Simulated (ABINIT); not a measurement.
# A GW chain in ABINIT: AlN (P6_3mc), part 3 of 3

How does a plane-wave GW calculation on AlN (P6_3mc) run from the first input to the gap?

ABINIT 10.8.3; LDA and many-body steps on it, plane waves. Known limits of the many-body steps: not at the basis limit; coarse k mesh.

So far. Step 3 (Bands along the symmetry lines): The gap is 4.255 eV, as in the run before at this level. Step 4 (Empty states on the mesh, 3×3×2 mesh, 43 bands): On this mesh the gap is 4.255 eV.

The database entry behind the starting cell differs from later determinations by our own check (inner coordinate u about 0.002 short), so it need not match the best structure at ambient conditions.

### Step 5. Screening, 3×3×2 mesh, 39 bands, screening to 108.8 eV

The RPA dielectric matrix is built and inverted for each q.

This step: RPA screening on LDA, plane waves, norm-conserving pseudopotentials.

The input, run.abi:

```
acell 3*1.0 Angstrom
rprim 
  3.113000000011 -0.000000000003 0.000000000000
  -1.556500000003 2.695937081992 0.000000000000
  0.000000000000 0.000000000000 4.981000000000
ntypat 2
znucl 13 7
natom 4
typat 1 1 2 2
xred 
  0.333333333333 0.666666666667 0.000000000000
  0.666666666667 0.333333333333 0.500000000000
  0.333333333333 0.666666666667 0.380000000000
  0.666666666667 0.333333333333 0.880000000000
pp_dirpath "pseudos"
pseudos "Al.upf, N.upf"
ecut 36
ngkpt 3 3 2
nshiftk 1
shiftk 0 0 0
kptopt 1
chksymbreak 0
istwfk *1
occopt 1
irdwfk 1
optdriver 3
nband 39
ecuteps 4
inclvkb 2
awtr 1
symchi 1
indata_prefix "in"
outdata_prefix "out"
tmpdata_prefix "tmp"
```

Command:

```sh
> OMP_NUM_THREADS=1 mpirun -n 4 abinit run.abi > log
```

Numbers of over 12 decimals in the logs are rounded to 6 here.

Log:

```text
.Version 10.8.3 of ABINIT. v10.8.2 released Aug 2026.

 Symmetries : space group P6_3 m c (#186); Bravais hP (primitive hexag.)
[... echo of the input left out ...]
== DATASET  1 ==================================================================
-   mpi_nproc: 4, omp_nthreads: 1 (-1 if OMP is not activated)

--- !DatasetInfo
iteration_state: {dtset: 1, }
dimensions: {natom: 4, nkpt: 6, mband: 39, nsppol: 1, nspinor: 1, nspden: 1, mpw: 2934, }
cutoff_energies: {ecut:  36.0, pawecutdg:  -1.0, }
electrons: {nelect:   1.60000000E+01, charge:   0.00000000E+00, occopt:   1.00000000E+00, tsmear:   1.00000000E-02, }

 SCREENING: Calculation of the susceptibility and dielectric matrices

 Based on a program developped by R.W. Godby, V. Olevano, G. Onida, and L. Reining.
 Incorporated in ABINIT by V. Olevano, G.-M. Rignanese, and M. Torrent.
.Using double precision arithmetic ; gwpc =  8

[... cell and pseudopotentials left out ...]
--------------------------------------------------------------------------------

 ==== K-mesh for the wavefunctions ====
 Number of points in the irreducible wedge :     6
[... list of points left out ...]
 Together with 12 symmetry operations and time-reversal symmetry
 yields    18 points in the full Brillouin Zone.

 ==== Q-mesh for the screening function ====
 Number of points in the irreducible wedge :     6
[... list of points left out ...]
 Together with 12 symmetry operations and time-reversal symmetry
 yields    18 points in the full Brillouin Zone.

 setmesh: FFT mesh size selected  =    20x   20x   36
          total number of points  =        14400

 vcoul_init : cutoff-mode = AUXILIARY_FUNCTION
 q-points for optical limit:   1
     1)      0.000010    0.000020    0.000030

- screening: taking advantage of time-reversal symmetry
- Maximum band index for partially occupied states nbvw = 8
- Remaining bands to be divided among processors   nbcw = 31
- Number of bands treated by each node ~7

 Number of electrons calculated from density =   16.0000; Expected =   16.0000
 average of density, n =  0.056718
 r_s =    1.6146
 omega_plasma =   22.9728 [eV]

 calculating chi0 at frequencies [eV] :
  1    0.000000E+00    0.000000E+00
  2    0.000000E+00    2.297283E+01

--------------------------------------------------------------------------------
  q-point number  1        q = ( 0.000000, 0.000000, 0.000000) [r.l.u.]
--------------------------------------------------------------------------------
[... chi0 elements left out ...]
 For q-point:  0.000010 0.000020 0.000030
  dielectric constant =   4.9979
  dielectric constant without local fields =   5.4531

  Average fulfillment of the sum rule on Im[epsilon] for q-point    1 :     51.17  [%]
[... wings left out ...]
  q-point number  2        q = ( 0.333333, 0.000000, 0.000000) [r.l.u.]
--------------------------------------------------------------------------------
[... chi0 elements left out ...]
  Average fulfillment of the sum rule on Im[epsilon] for q-point    2 :     61.76  [%]

 [... 4 further q-points ...]
```

Elapsed: 5.7 s, on 4 MPI ranks of Arm Neoverse N1, shared host; peak memory 0.34 GiB; 22 s of CPU time.

Numbers from this step:

| Property | Result |
| --- | --- |
| ε∞ with local fields, on this mesh, along the program's q direction | 4.998 |
| the same without local fields | 5.453 |
| plasma frequency | 22.97 eV |
| plane waves in the screening matrix | 111 |

Local fields lower ε∞ by 8 %. On a Γ-centred mesh this coarse the value itself is usually too large, while a short band sum pulls it down.

### Step 6. Self-energy, 3×3×2 mesh, 39 bands, screening to 108.8 eV

The self-energy is evaluated for the states that the input lists, and the levels follow from it, in one-shot runs by the linearised quasiparticle equation.

This step: G0W0 on LDA, plane waves, norm-conserving pseudopotentials.

Changes to run.abi since step 5:

```diff
@@ -25,8 +25,15 @@
 irdwfk 1
-optdriver 3
+optdriver 4
 nband 39
+gwcalctyp 0
+ecutsigx 36
+symsigma 1
+nkptgw 1
+kptgw 
+  0.0000000000 0.0000000000 0.0000000000
+bdgw 
+  6 10
 ecuteps 4
-inclvkb 2
-awtr 1
-symchi 1
+irdscr 1
+ppmodel 1
 indata_prefix "in"
```

Log:

```text
.Version 10.8.3 of ABINIT. v10.8.2 released Aug 2026.

 Symmetries : space group P6_3 m c (#186); Bravais hP (primitive hexag.)
[... echo of the input left out ...]
== DATASET  1 ==================================================================
-   mpi_nproc: 4, omp_nthreads: 1 (-1 if OMP is not activated)

--- !DatasetInfo
iteration_state: {dtset: 1, }
dimensions: {natom: 4, nkpt: 6, mband: 39, nsppol: 1, nspinor: 1, nspden: 1, mpw: 2934, }
cutoff_energies: {ecut:  36.0, pawecutdg:  -1.0, }
electrons: {nelect:   1.60000000E+01, charge:   0.00000000E+00, occopt:   1.00000000E+00, tsmear:   1.00000000E-02, }

 SIGMA: Calculation of the GW corrections

 Based on a program developped by R.W. Godby, V. Olevano, G. Onida, and L. Reining.
 Incorporated in ABINIT by V. Olevano, G.-M. Rignanese, and M. Torrent.
.Using double precision arithmetic ; gwpc =  8

[... cell and pseudopotentials left out ...]
--------------------------------------------------------------------------------

 ==== K-mesh for the wavefunctions ====
 Number of points in the irreducible wedge :     6
[... list of points left out ...]
 Together with 12 symmetry operations and time-reversal symmetry
 yields    18 points in the full Brillouin Zone.

 ==== Q-mesh for screening function ====
 Number of points in the irreducible wedge :     6
[... list of points left out ...]
 Together with 12 symmetry operations and time-reversal symmetry
 yields    18 points in the full Brillouin Zone.

 vcoul_init : cutoff-mode = AUXILIARY_FUNCTION
 q-points for optical limit:   1
     1)      0.000010    0.000020    0.000030
 setmesh: FFT mesh size selected  =    27x   27x   54
          total number of points  =        39366

 Number of electrons calculated from density =   16.0000; Expected =   16.0000
 average of density, n =  0.056718
 r_s =    1.6146
 omega_plasma =   22.9728 [eV]

 === KS Band Gaps ===
  >>>> For spin  1
   Minimum direct gap =   4.2550 [eV], located at k-point      :   0.0000  0.0000  0.0000
   Fundamental gap    =   4.2550 [eV], Top of valence bands at :   0.0000  0.0000  0.0000
                                       Bottom of conduction at :   0.0000  0.0000  0.0000
 SIGMA fundamental parameters:
 PLASMON POLE MODEL  1
 number of plane-waves for SigmaX                 2863
 number of plane-waves for SigmaC and W            111
 number of plane-waves for wavefunctions          2863
 number of bands                                    39
 number of independent spin polarizations            1
 number of spinorial components                      1
 number of k-points in IBZ                           6
 number of q-points in IBZ                           6
 number of symmetry operations                      12
 number of k-points in BZ                           18
 number of q-points in BZ                           18
 number of frequencies for dSigma/dE                 9
 frequency step for dSigma/dE [eV]                0.25
 number of omega for Sigma on real axis              0
 max omega for Sigma on real axis  [eV]           0.00
 zcut for avoiding poles [eV]                     0.10

 EPSILON^-1 parameters (SCR file):
 dimension of the eps^-1 matrix on file            111
 dimension of the eps^-1 matrix used               111
 number of plane-waves for wavefunctions          2863
 number of bands                                    39
 number of q-points in IBZ                           6
 number of frequencies                               2
 number of real frequencies                          1
 number of imag frequencies                          1

 matrix elements of self-energy operator (all in [eV])

 Perturbative Calculation

--- !SelfEnergy_ee
iteration_state: {dtset: 1, }
kpoint     : [   0.000,    0.000,    0.000, ]
spin       : 1
KS_gap     :    4.255
QP_gap     :    5.570
Delta_QP_KS:    1.315
data: !SigmaeeData |
     Band     E0 <VxcDFT>   SigX SigC(E0)      Z dSigC/dE  Sig(E)    E-E0       E
        6   5.481 -16.826 -20.889   3.831   0.793  -0.260 -17.010  -0.184   5.297
        7   5.481 -16.826 -20.889   3.831   0.793  -0.260 -17.010  -0.184   5.297
        8   5.659 -16.916 -20.711   3.661   0.795  -0.258 -17.022  -0.107   5.553
        9   9.914 -12.734  -7.790  -3.471   0.820  -0.219 -11.526   1.208  11.122
       10  12.222 -11.070  -5.601  -3.866   0.829  -0.206  -9.741   1.328  13.550

== END DATASET(S) ==============================================================
================================================================================

 -outvars: echo values of variables after computation  --------
           etotal      0.0000000000E+00
            nband          39
             nkpt           6
          spgroup         186
 [... the other variables as echoed above ...]

 Calculation completed.
```

Run time: 3.6 s. Hardware: 4 MPI ranks; peak memory 0.34 GiB.

This step gave:

| Item | Value |
| --- | --- |
| G0W0 gap on the points computed | 5.569 eV |
| starting gap on the mesh | 4.255 eV |
| k of the valence top | 0, 0, 0 |
| k of the conduction bottom | 0, 0, 0 |
| Z at the valence top | 0.795 |
| Z at the conduction bottom | 0.82 |
| least direct G0W0 gap on the computed points | 5.569 eV |

The gap on the mesh goes from 4.26 eV to 5.57 eV, a correction of +1.31 eV.

Limits: finite bands, cutoff and mesh; coarse k mesh. v1 is the top filled band, c1 the lowest empty one. The levels before and after the correction (eV, zero at the valence-band top of each column):

```csv
,conduction bottom,valence top
Kohn-Sham,4.26,0.00
G0W0,5.57,0.00
```

```csv
,level,energy (eV)
Kohn-Sham,Γ v3-v2,-0.178
Kohn-Sham,Γ v1,0.000
Kohn-Sham,Γ c1,4.255
Kohn-Sham,Γ c2,6.563
G0W0,Γ v3-v2,-0.256
G0W0,Γ v1,0.000
G0W0,Γ c1,5.569
G0W0,Γ c2,7.997
```

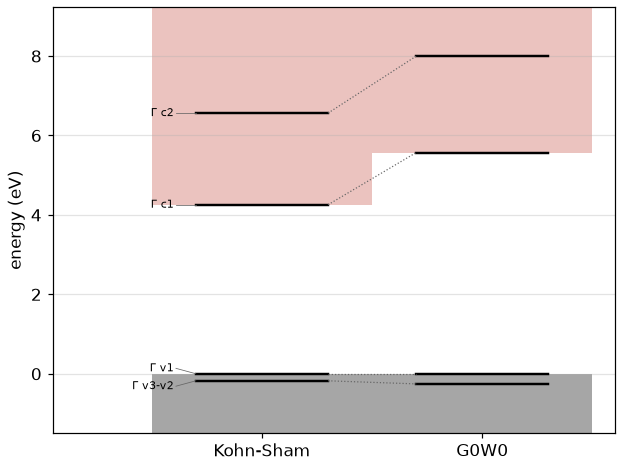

Levels before and after the correction. Shaded: valence and conduction bands.

### Step 7. Where the time went

Times are wall times on 4 MPI ranks of Arm Neoverse N1, shared host, good to a factor of about two.

```csv
step,time,share,memory (GiB)
ground state,14 s,26 %,0.29
bands along the symmetry lines,20 s,38 %,0.29
empty states on the mesh,9.8 s,18 %,0.25
screening,5.7 s,11 %,0.34
self-energy,3.6 s,7 %,0.34
```

### Step 8. Results

* LDA gap: 4.26 eV, direct
* G0W0 gap on the mesh: 5.57 eV
* GW settings: 3×3×2 mesh, 39 bands, screening to 108.8 eV, Godby-Needs plasmon pole
* known limits: not at the basis limit; coarse k mesh

In words: G0W0 moves the gap on the mesh from 4.26 eV to 5.57 eV (+1.31 eV), with Z of 0.80 and 0.82 at the edges. Local fields lower the RPA ε∞ on this mesh from 5.45 to 5.00; a Γ-centred mesh this coarse tends to raise both, most where the direct gap is narrow, while a short band sum lowers them. Only 1 of the mesh's irreducible points was corrected, so a valley elsewhere could overtake. Bands and cutoff are finite, so the gap is not at the basis limit. The miss can reach some tenths of an eV and take either sign; the mesh is an error of its own. In the G0W0 run levels were corrected at 1 k point alone, so a gap called «on the mesh» is the least over those, and an edge elsewhere would be missed. The 3×3×2 mesh is coarse for this cell, which bears on the long-range parts of exchange and screening.

[Paths, hosts, dates, memory and timing lines, banners, echoed tables and standing remarks are left out of the program output.]

[Logs are printed without paths, hosts, clocks, repeated set-up lines and the standing remarks that a program may print on its own settings, such as how far it seeks lower states.]

[Runs of the session that timed out or met a known fault of the program may be left out.]

[Hosts, paths, dates, database ids (printed as entryN), source tags and the programs' standing remarks are cut or masked in the printed files.]

[G0W0 gaps are taken among the corrected bands and points alone; a level outside them can change the order at an edge.]

[Where Ansatz stands beside ABINIT at settings called matched, ABINIT's density can come from a denser mesh and the files from another edition; pairs whose starting gaps differed by over 0.03 eV were left out, so agreement reads better than it is.]
